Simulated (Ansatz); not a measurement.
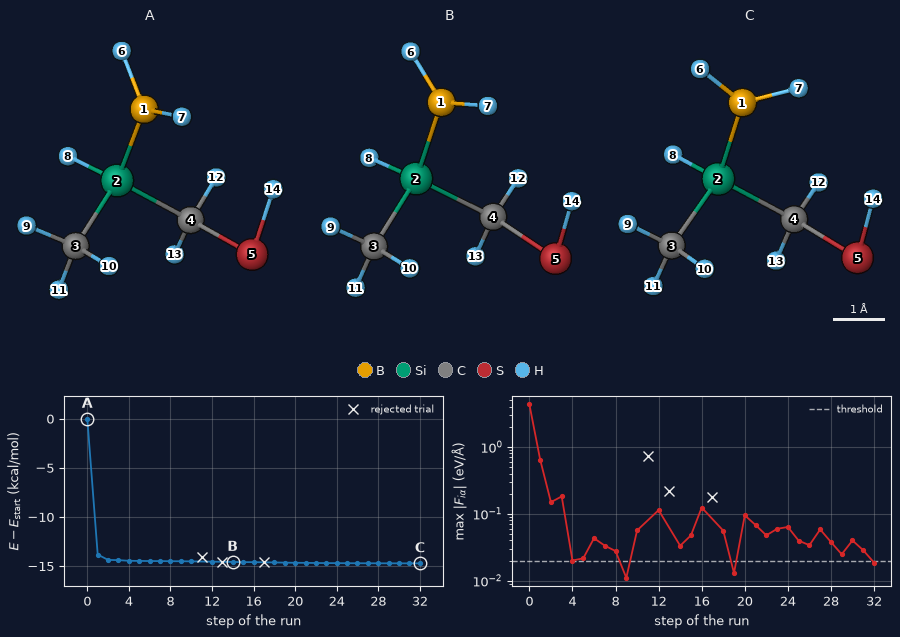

Frames of a relaxation of C₂H₉BSSi, marked on the history of the run. Style: ball-and-stick. Shown at a tilt.

The run prepares the start of a later molecular dynamics calculation, from a guessed geometry.

Theory: RKS B3LYP/STO-3G (Ansatz 0.2.0).

The input:
```yaml
crystal:
  periodic: [false, false, false]
  atoms:
    - { symbol: B, position_ang: [-1.1433, 1.4099, -0.4385] }
    - { symbol: Si, position_ang: [-0.2362, 0.1612, 0.6363] }
    - { symbol: C, position_ang: [1.5468, 0.6149, 0.6818] }
    - { symbol: C, position_ang: [-0.3718, -1.5573, -0.0455] }
    - { symbol: S, position_ang: [0.3002, -1.712, -1.7125] }
    - { symbol: H, position_ang: [-2.0555, 2.1185, 0.0267] }
    - { symbol: H, position_ang: [-0.8754, 1.6031, -1.5818] }
    - { symbol: H, position_ang: [-0.7379, 0.2212, 1.9956] }
    - { symbol: H, position_ang: [1.7, 1.6369, 1.1892] }
    - { symbol: H, position_ang: [1.9976, 0.6215, -0.3093] }
    - { symbol: H, position_ang: [2.1144, -0.1321, 1.331] }
    - { symbol: H, position_ang: [-1.5068, -1.809, -0.0779] }
    - { symbol: H, position_ang: [0.0083, -2.2565, 0.6249] }
    - { symbol: H, position_ang: [-0.7534, -0.9497, -2.291] }
basis:
  gaussian: { orbitals: STO-3G }
hamiltonian:
  xc: b3lyp
relax:
  f_tol: 0.02
  max_steps: 40
scf:
  lower_state_search: "off"
output:
  orbitals: {}
```

Launched with:
```bash
ansatz run input.yaml --threads 1 --pin off --max-ram 2048MiB --backend cpu --events-out ev --progress --plain --runs-dir out
```

Describe the path.

The energy falls by 14.7 kcal/mol in 29 accepted moves (32 points after the start). The largest force component goes from 4.3 to 0.019 eV/Å. The line search rejected the trial steps at points 11, 13, 17 of the run. The forces were under the threshold at step 9, but the run went on from there. The atom that moves furthest after the best rigid fit is H7 (0.91 Å). Largest moves by element: H 0.91 Å, B 0.14 Å, S 0.13 Å, C 0.09 Å, Si 0.04 Å. Near-neighbour distances that change, for instance: B1–Si2 1.881 → 1.967 Å, B1–H6 1.245 → 1.174 Å, S5–H14 1.423 → 1.362 Å, C4–H13 1.041 → 1.101 Å. Bond angles that change, for instance: S5–C4–H13 113.7° → 105.6°, Si2–C4–H12 106.4° → 110.0°, C4–Si2–H8 111.0° → 107.6°. Groups turn about B1–Si2 by about 55°. The run took 96 s on 1 thread of Arm Neoverse V1, on a shared host, peak memory 0.14 GiB. From step 0 to 14: H atoms move most (0.30 Å), energy −14.6 kcal/mol. From step 14 to 32: H atoms move most (0.63 Å), energy −0.14 kcal/mol.

| step | E − E(0), kcal/mol | largest force component, eV/Å | note |
| --- | --- | --- | --- |
| 0 | 0.00 | 4.3315 |  |
| 1 | -13.81 | 0.6473 |  |
| 2 | -14.36 | 0.1494 |  |
| 3 | -14.38 | 0.1823 |  |
| 4 | -14.45 | 0.0200 |  |
| 5 | -14.46 | 0.0216 |  |
| 6 | -14.47 | 0.0432 |  |
| 7 | -14.48 | 0.0335 |  |
| 8 | -14.49 | 0.0278 |  |
| 9 | -14.49 | 0.0111 |  |
| 10 | -14.50 | 0.0565 |  |
| 11 | -14.09 | 0.7269 | rejected |
| 12 | -14.54 | 0.1137 |  |
| 13 | -14.53 | 0.2185 | rejected |
| 15 | -14.58 | 0.0477 |  |
| 16 | -14.59 | 0.1242 |  |
| 17 | -14.58 | 0.1760 | rejected |
| 18 | -14.61 | 0.0561 |  |
| 19 | -14.63 | 0.0130 |  |
| 20 | -14.65 | 0.0950 |  |
| 22 | -14.67 | 0.0477 |  |
| 23 | -14.68 | 0.0597 |  |
| 24 | -14.68 | 0.0636 |  |
| 25 | -14.69 | 0.0397 |  |
| 26 | -14.69 | 0.0340 |  |
| 27 | -14.70 | 0.0585 |  |
| 29 | -14.70 | 0.0248 |  |
| 30 | -14.70 | 0.0400 |  |
| 31 | -14.71 | 0.0285 |  |
| 32 | -14.71 | 0.0187 |  |

Limits of the set-up: STO-3G is a minimal basis, so the numbers are rough.
